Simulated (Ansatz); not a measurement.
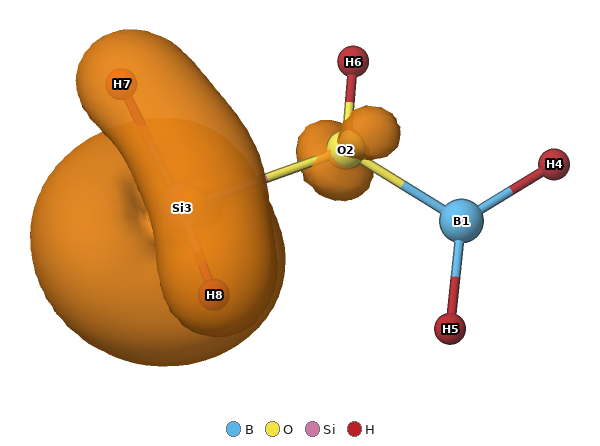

The picture shows: BH5OSi (charge +1, doublet). Isosurfaces of the spin density at +0.02 (orange) and −0.02 e/Å³ (purple), seen at a tilt.

Geometry: r2SCAN-D4/def2-SVP.

Method: Ansatz 0.2.0, isolated molecule in a Gaussian basis; Kohn-Sham density functional theory, functional PBE0.

```xyz
8

B    -0.7125    1.3175    0.9814
O    -0.2429    0.5858   -0.1503
Si   -1.2198    0.1030   -1.6834
H     0.0807    1.4789    1.8575
H    -1.8490    1.6741    0.9004
H     0.6813    0.2677   -0.0900
H    -0.0888   -0.1071   -2.6233
H    -2.0482    1.3219   -1.8557
```

Question: Where is the unpaired spin?

Answer: The unpaired spin (1 electron) lies mostly on Si3 (about 0.8), in electrons by Hirshfeld's partition. Only one sign reaches the isovalue.
